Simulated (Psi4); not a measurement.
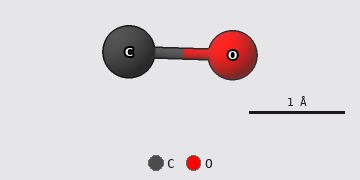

Fig. 1: The structure as given in the input (ball-and-stick view, seen at a tilt). Bond lengths as drawn: C–O 1.12 Å.

# Energy and gradient calculation, with input and output: CO (part 1 of 2)

- system: CO
- method: QCISD/Sadlej-LPol-ds, RHF (Psi4 1.11)

The geometry comes from this level: PBE0-D4/def2-TZVP.

## Log
```
Psi4 1.11 release

         ----------------------------------------------------------
                                   FINDIF
         ----------------------------------------------------------

  Using finite-differences of energies to determine gradients.
    Generating geometries for use with 3-point formula.
    Displacement size will be 5.00e-03.
    Number of atoms is 2.
    Number of symmetric SALCs is 1.
    Translations projected? 1. Rotations projected? 1.
    Number of geometries (including reference) is 3.
 3 displacements needed ...

  //>>>>>>>>>>>>>>>>>>>>>>>>>>>>>>>>>>>//
  //    FiniteDifference Computations  //
  //<<<<<<<<<<<<<<<<<<<<<<<<<<<<<<<<<<<//

    -----------------------------------------------------------------------
                               Psi4 1.11 release

    h
    h
    h

    -----------------------------------------------------------------------

    Memory:     1.5 GiB
    Threads:    1
                ecpint, einsums, f̶o̶r̶t̶e̶, gauxc, gcp, g̶d̶m̶a̶, geometric, g̶p̶u̶_̶d̶f̶c̶c̶,
                i̶n̶t̶e̶g̶r̶a̶t̶o̶r̶x̶x̶, i̶p̶i̶, libefp, m̶d̶i̶, m̶p̶2̶d̶, m̶r̶c̶c̶, ooo,
                o̶p̶e̶n̶f̶e̶r̶m̶i̶o̶n̶p̶s̶i̶4̶, pcmsolver, p̶s̶i̶4̶f̶o̶c̶k̶c̶i̶, p̶s̶i̶x̶a̶s̶,
                p̶y̶e̶i̶n̶s̶u̶m̶s̶, r̶e̶s̶p̶, s̶i̶m̶i̶n̶t̶, s̶n̶s̶m̶p̶2̶,
                v̶2̶r̶d̶m̶_̶c̶a̶s̶s̶c̶f̶

   => Loading Basis Set <=

    Name: SADLEJ-LPOL-DS
    Role: ORBITAL
    Keyword: BASIS

         ---------------------------------------------------------
                                   SCF
                              RHF Reference
                        1 Threads,   1525 MiB Core
         ---------------------------------------------------------

  ==> Geometry <==

    Molecular point group: c2v
    Full point group: C_inf_v

    Geometry (in Bohr), charge = 0, multiplicity = 1:

       Center              X                  Y                   Z               Mass
    ------------   -----------------  -----------------  -----------------  -----------------
         C            0.000000000000     0.000000000000    -1.212856416565    12.000000000000
         O            0.000000000000     0.000000000000     0.909931521671    15.994914619570

  Running in c2v symmetry.

  Rotational constants: A = ************  B =      1.94848  C =      1.94848 [cm^-1]
  Rotational constants: A = ************  B =  58414.09953  C =  58414.09953 [MHz]
  Nuclear repulsion =   22.611773477416719

  Charge       = 0
  Multiplicity = 1
  Electrons    = 14
  Nalpha       = 7
  Nbeta        = 7

  ==> Algorithm <==

  SCF Algorithm Type is PK.
  DIIS enabled.
  MOM disabled.
  Fractional occupation disabled.
  Guess Type is SAD.
  Energy threshold   = 1.00e-10
  Density threshold  = 1.00e-07
  Integral threshold = 1.00e-12

  ==> Primary Basis <==

  Basis Set: SADLEJ-LPOL-DS
    Blend: SADLEJ-LPOL-DS
    Number of shells: 28
    Number of basis functions: 72
    Number of Cartesian functions: 78
    Spherical Harmonics?: true
    Max angular momentum: 2

  ==> Integral Setup <==

  Using in-core PK algorithm.
   Calculation information:
      Number of atoms:                   2
      Number of AO shells:              28
      Number of primitives:            102
      Number of atomic orbitals:        78
      Number of basis functions:        72

      Integral cutoff                 1.00e-12
      Number of threads:                 1

  Performing in-core PK
  Using 6909012 doubles for integral storage.
  We computed 82621 shell quartets total.
  Whereas there are 82621 unique shell quartets.

  ==> DiskJK: Disk-Based J/K Matrices <==

    J tasked:                  Yes
    K tasked:                  Yes
    wK tasked:                  No
    Memory [MiB]:             1144
    Schwarz Cutoff:          1E-12

  Minimum eigenvalue in the overlap matrix is 5.8360053518E-05.
  Reciprocal condition number of the overlap matrix is 9.8042348568E-06.
    Using symmetric orthogonalization.

  ==> Pre-Iterations <==

  SCF Guess: Superposition of Atomic Densities via on-the-fly atomic UHF (no occupation information).

   -------------------------
    Irrep   Nso     Nmo
   -------------------------
     A1        34      34
     A2         6       6
     B1        16      16
     B2        16      16
   -------------------------
    Total      72      72
   -------------------------

  ==> Iterations <==

                        Total Energy        Delta E     RMS |[F,P]|

   @RHF iter SAD:  -111.89185948282173   -1.11892e+02   0.00000e+00
   @RHF iter   1:  -112.76002322158639   -8.68164e-01   6.83582e-03 DIIS/ADIIS
   @RHF iter   2:  -112.76911929293361   -9.09607e-03   5.58769e-03 DIIS/ADIIS
   @RHF iter   3:  -112.78643647848091   -1.73172e-02   4.17352e-04 SOSCF, nmicro=5
   @RHF iter   4:  -112.78657856919141   -1.42091e-04   9.67407e-07 SOSCF, nmicro=5
   @RHF iter   5:  -112.78657857013511   -9.43700e-10   7.79635e-09 SOSCF, nmicro=5
   @RHF iter   6:  -112.78657857013518   -7.10543e-14   7.83704e-11 SOSCF, nmicro=conv
  Energy and wave function converged.

  ==> Post-Iterations <==

    Orbital Energies [Eh]
    ---------------------

    Doubly Occupied:

       1A1   -20.666446     2A1   -11.359409     3A1    -1.527462
       4A1    -0.806686     1B2    -0.642331     1B1    -0.642331
       5A1    -0.554950

    Virtual:

       6A1     0.052124     2B1     0.054051     2B2     0.054051
       7A1     0.062685     3B2     0.126984     3B1     0.126984
       8A1     0.146303     4B2     0.157109     4B1     0.157109
       1A2     0.219124     9A1     0.219124    10A1     0.231444
      11A1     0.237588     5B2     0.291651     5B1     0.291651
       6B2     0.314743     6B1     0.314743    12A1     0.315798
      13A1     0.450245     2A2     0.450245    14A1     0.470152
       7B2     0.527853     7B1     0.527853    15A1     0.604083
      16A1     0.669508     8B2     0.719882     8B1     0.719882
       3A2     0.733048    17A1     0.733048    18A1     0.769366
       9B1     0.825715     9B2     0.825715    19A1     0.961516
      10B1     1.072594    10B2     1.072594    20A1     1.207051
      21A1     1.299222    22A1     1.351213     4A2     1.351213
      11B2     1.590324    11B1     1.590324    23A1     1.645431
      12B2     1.943646    12B1     1.943646    24A1     2.182424
      25A1     2.425769    13B1     2.491754    13B2     2.491754
       5A2     2.516188    26A1     2.516188    27A1     2.608288
      14B2     3.074181    14B1     3.074181    28A1     3.821619
      29A1     4.077790    30A1     4.273689     6A2     4.273689
      15B2     4.995481    15B1     4.995481    31A1     5.234918
      16B2     5.771638    16B1     5.771638    32A1     6.641617
      33A1    22.527213    34A1    43.389521

    Final Occupation by Irrep:
             A1    A2    B1    B2
    DOCC [     5,    0,    1,    1 ]
    NA   [     5,    0,    1,    1 ]
    NB   [     5,    0,    1,    1 ]

  @RHF Final Energy:  -112.78657857013518

   => Energetics <=

    Nuclear Repulsion Energy =             22.6117734774167189
    One-Electron Energy =                -198.3974738044211108
    Two-Electron Energy =                  62.9991217568692363
    Total Energy =                       -112.7865785701351626

Computation Completed

Properties will be evaluated at   0.000000,   0.000000,   0.000000 [a0]

Properties computed using the SCF density matrix

 Multipole Moments:

 ------------------------------------------------------------------------------------
     Multipole            Electronic (a.u.)      Nuclear  (a.u.)        Total (a.u.)
 ------------------------------------------------------------------------------------

 L = 1.  Multiply by 2.5417464519 to convert [e a0] to [Debye]
 Dipole X            :          0.0000000            0.0000000            0.0000000
 Dipole Y            :          0.0000000            0.0000000            0.0000000
 Dipole Z            :         -0.0939713            0.0023137           -0.0916576
 Magnitude           :                                                    0.0916576

 ------------------------------------------------------------------------------------

	total time  =         20 seconds =       0.33 minutes
 MINTS: Wrapper to libmints.

   Calculation information:
      Number of threads:                 1
      Number of atoms:                   2
      Number of AO shells:              28
      Number of SO shells:              28
      Number of primitives:            102
      Number of atomic orbitals:        78
      Number of basis functions:        72

      Number of irreps:                  4
      Integral cutoff                 1.00e-12
      Number of functions per irrep: [  34    6   16   16 ]

 OEINTS: Overlap, kinetic, potential, dipole, and quadrupole integrals
         stored in file 35.

      Computing two-electron integrals...done
      Computed 768222 non-zero two-electron integrals.
        Stored in file 33.

        ==> Transform all two-electron integrals <==

	Presorting SO-basis two-electron integrals.
	Sorting File: SO Ints (nn|nn) nbuckets = 1
	Constructing frozen core operators
	Starting first half-transformation.
	Sorting half-transformed integrals.
	First half integral transformation complete.
	Starting second half-transformation.
	Two-electron integral transformation complete.

	total time  =          1 seconds =       0.02 minutes

        **********************************************************
        *                                                        *
        *                   CCSD Integral Sort                   *
        *                                                        *
        **********************************************************

        CC integral sort will use                    210.62 mb

        Number of (ab|cd) temporary files:                2
        Number of (ab|ci) temporary files:                3
        Starting temporary file number:                 270

        Initial sort........done.

        Sort (IJ|KL)........done.
        Sort (IJ|KA) 1/2....done.
        Sort (IJ|KA) 2/2....done.
        Sort (IA|JB)........done.
        Sort (IJ|AB)........done.
        Sort (IA|BC) 1/3....done.
        Sort (IA|BC) 2/3....done.
        Sort (IA|BC) 3/3....done.
        Sort (AB|CD) 1/2....done.
        Sort (AB|CD) 2/2....done.

	total time  =          0 seconds =       0.00 minutes

        *****************************************************
        *                                                   *
        *                       QCISD                       *
        *                                                   *
        *****************************************************

  ==> Input parameters <==

        Freeze core orbitals?                  no
        Use frozen natural orbitals?           no
        r_convergence:                  1.000e-07
        e_convergence:                  1.000e-08
        Number of DIIS vectors:                 8
        Number of frozen core orbitals:         0
        Number of active occupied orbitals:     7
        Number of active virtual orbitals:     65
        Number of frozen virtual orbitals:      0

  ==> Memory <==

        available memory =                           1525.88 mb
        minimum memory requirements for QCISD =         4.82 mb

  ==> Define tiling <==

        v(ab,cd) diagrams will be evaluated in   1 blocks.
        v(ab,ci) diagrams will be evaluated in   1 blocks over ov2.
        v(ab,ci) diagrams will be evaluated in   1 blocks over ov.

  Allocate cpu memory (    39.92 mb).....done.
  Initialize cpu memory..................done.

  ==> MP4(SDQ) <==

        1st-order doubles amplitudes...............done.
        MP2 energy.................................done.
        MP3 energy.................................done.
        2nd-order singles and doubles amplitudes...done.
        MP4(SD)....................................done.
        MP4(Q).....................................done.

  Begin singles and doubles quadratic ci iterations

   Iter  DIIS          Energy       d(Energy)          |d(T)|     time
      0   0 1   -0.3768349054   -0.3768349054    0.0232260968        0
      1   1 1   -0.3756233499    0.0012115555    0.0114884045        0
      2   2 1   -0.3771160901   -0.0014927402    0.0052292946        1
      3   3 1   -0.3777553418   -0.0006392517    0.0026244218        0
      4   4 1   -0.3776660818    0.0000892600    0.0003414811        0
      5   5 1   -0.3776793025   -0.0000132207    0.0001345580        1
      6   6 1   -0.3776813469   -0.0000020444    0.0000248688        0
      7   7 1   -0.3776808231    0.0000005238    0.0000058699        0
      8   8 1   -0.3776807873    0.0000000359    0.0000016222        0
      9   8 2   -0.3776807877   -0.0000000004    0.0000004782        1
     10   8 3   -0.3776807652    0.0000000225    0.0000001547        0
     11   8 4   -0.3776807722   -0.0000000070    0.0000000521        0

  QCISD iterations converged!

        T1 diagnostic:                         0.016715174683
        D1 diagnostic:                         0.041348547074

        OS MP2 correlation energy:            -0.279251257808
        SS MP2 correlation energy:            -0.091696486659
        MP2 correlation energy:               -0.370947744466
      * MP2 total energy:                   -113.157526314601

        OS MP2.5 correlation energy:          -0.283464747767
        SS MP2.5 correlation energy:          -0.085849734896
        MP2.5 correlation energy:             -0.369314482662
      * MP2.5 total energy:                 -113.155893052798

        OS MP3 correlation energy:            -0.287678237726
        SS MP3 correlation energy:            -0.080002983133
        MP3 correlation energy:               -0.367681220859
      * MP3 total energy:                   -113.154259790994

        OS MP4(SDQ) correlation energy:       -0.297231791352
        SS MP4(SDQ) correlation energy:       -0.076522056130
        MP4(SDQ) correlation energy:          -0.378140327173
      * MP4(SDQ) total energy:              -113.164718897308

        OS QCISD correlation energy:          -0.298188641398
        SS QCISD correlation energy:          -0.079492130846
        QCISD correlation energy:             -0.377680772244
      * QCISD total energy:                 -113.164259342379

  Total time for QCISD iterations:       2.01 s (user)
                                         1.05 s (system)
                                            3 s (total)

  Time per iteration:                    0.17 s (user)
                                         0.09 s (system)
                                         0.27 s (total)

	total time  =          4 seconds =       0.07 minutes

    Psi4 run time: 0:00:39.60

    -----------------------------------------------------------------------
                               Psi4 1.11 release

    h
    h
    h

    -----------------------------------------------------------------------

    Memory:     1.5 GiB
    Threads:    1
                ecpint, einsums, f̶o̶r̶t̶e̶, gauxc, gcp, g̶d̶m̶a̶, geometric, g̶p̶u̶_̶d̶f̶c̶c̶,
                i̶n̶t̶e̶g̶r̶a̶t̶o̶r̶x̶x̶, i̶p̶i̶, libefp, m̶d̶i̶, m̶p̶2̶d̶, m̶r̶c̶c̶, ooo,
                o̶p̶e̶n̶f̶e̶r̶m̶i̶o̶n̶p̶s̶i̶4̶, pcmsolver, p̶s̶i̶4̶f̶o̶c̶k̶c̶i̶, p̶s̶i̶x̶a̶s̶,
                p̶y̶e̶i̶n̶s̶u̶m̶s̶, r̶e̶s̶p̶, s̶i̶m̶i̶n̶t̶, s̶n̶s̶m̶p̶2̶,
                v̶2̶r̶d̶m̶_̶c̶a̶s̶s̶c̶f̶

  ==> Geometry <==

    Molecular point group: c2v
    Full point group: C_inf_v

    Geometry (in Bohr), charge = 0, multiplicity = 1:

       Center              X                  Y                   Z               Mass
    ------------   -----------------  -----------------  -----------------  -----------------
         C            0.000000000000     0.000000000000    -1.213947431689    12.000000000000
         O            0.000000000000     0.000000000000     0.910750043170    15.994914619570

  Running in c2v symmetry.

  Rotational constants: A = ************  B =      1.94498  C =      1.94498 [cm^-1]
  Rotational constants: A = ************  B =  58309.14930  C =  58309.14930 [MHz]
  Nuclear repulsion =   22.591451520972399

  Charge       = 0
  Multiplicity = 1
  Electrons    = 14
  Nalpha       = 7
  Nbeta        = 7

  ==> DiskJK: Disk-Based J/K Matrices <==

    J tasked:                  Yes
    K tasked:                  Yes
    wK tasked:                  No
    Memory [MiB]:             1144
    Schwarz Cutoff:          1E-12

  Minimum eigenvalue in the overlap matrix is 5.8543090637E-05.
  Reciprocal condition number of the overlap matrix is 9.8360104429E-06.
    Using symmetric orthogonalization.

  ==> Iterations <==

                        Total Energy        Delta E     RMS |[F,P]|

   @RHF iter SAD:  -111.88969710794456   -1.11890e+02   0.00000e+00
   @RHF iter   1:  -112.75981665851390   -8.70120e-01   6.84437e-03 DIIS/ADIIS
   @RHF iter   2:  -112.76888017432093   -9.06352e-03   5.60665e-03 DIIS/ADIIS
   @RHF iter   3:  -112.78632935872501   -1.74492e-02   4.17252e-04 SOSCF, nmicro=5
   @RHF iter   4:  -112.78647159293472   -1.42234e-04   9.74249e-07 SOSCF, nmicro=5
   @RHF iter   5:  -112.78647159391164   -9.76925e-10   7.30539e-09 SOSCF, nmicro=5
   @RHF iter   6:  -112.78647159391160    4.26326e-14   6.22350e-11 SOSCF, nmicro=conv
  Energy and wave function converged.

  ==> Post-Iterations <==

    Final Occupation by Irrep:
             A1    A2    B1    B2
    DOCC [     5,    0,    1,    1 ]
    NA   [     5,    0,    1,    1 ]
    NB   [     5,    0,    1,    1 ]

  @RHF Final Energy:  -112.78647159391160

   => Energetics <=

    Nuclear Repulsion Energy =             22.5914515209723987
    One-Electron Energy =                -198.3587430752504872
    Two-Electron Energy =                  62.9808199603664747
    Total Energy =                       -112.7864715939115996
```
